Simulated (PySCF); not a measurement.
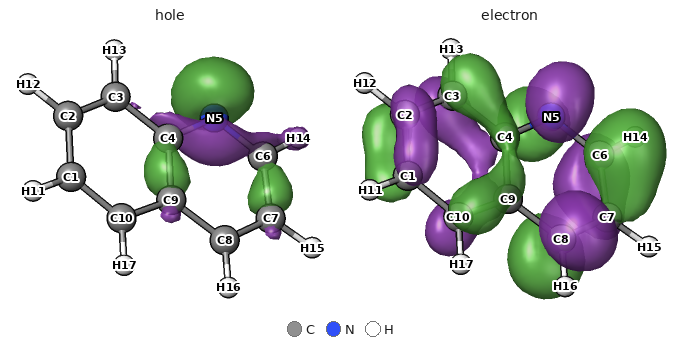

Figure 1: C₉H₇N, SMILES `c1ccc2ncccc2c1`. Leading natural transition orbital pair of S₁ (TDA singlet states); the surfaces enclose about 70 % of each orbital's density.

Level of theory: ωB97X/6-31G* (PySCF), at a geometry from GFN2-xTB. No frequency check shows the geometry to be a minimum. Without diffuse functions Rydberg states are missing, so the states' numbers hold for this basis only.

Cartesian coordinates (Å):

```
C1       2.3928    0.6961    0.0000
C2       2.3813   -0.7086    0.0000
C3       1.1999   -1.3958    0.0000
C4      -0.0268   -0.6996    0.0000
N5      -1.1747   -1.4075    0.0000
C6      -2.3054   -0.7614    0.0000
C7      -2.4110    0.6421    0.0000
C8      -1.2617    1.3837    0.0000
C9      -0.0156    0.7229    0.0000
C10      1.2205    1.3991    0.0000
H11      3.3392    1.2170    0.0000
H12      3.3205   -1.2422    0.0000
H13      1.1685   -2.4740    0.0000
H14     -3.1987   -1.3742    0.0000
H15     -3.3839    1.1095    0.0000
H16     -1.2886    2.4653    0.0000
H17      1.2223    2.4802    0.0000
```

What kind of excitation is it, and where does it lie?

4.82 eV (257 nm), f = 0.004, n → π*; the leading pair carries 99 %; hole on N5 (58 %), C4 and C6 (9 % each) and C7 and C9 (6 % each), electron on N5 (22 %), C6 (19 %) and C8 (17 %); their centroids lie 1.0 Å apart. In canonical orbitals it is mainly HOMO−2 → LUMO (89 %). The HOMO–LUMO gap is 9.39 eV.
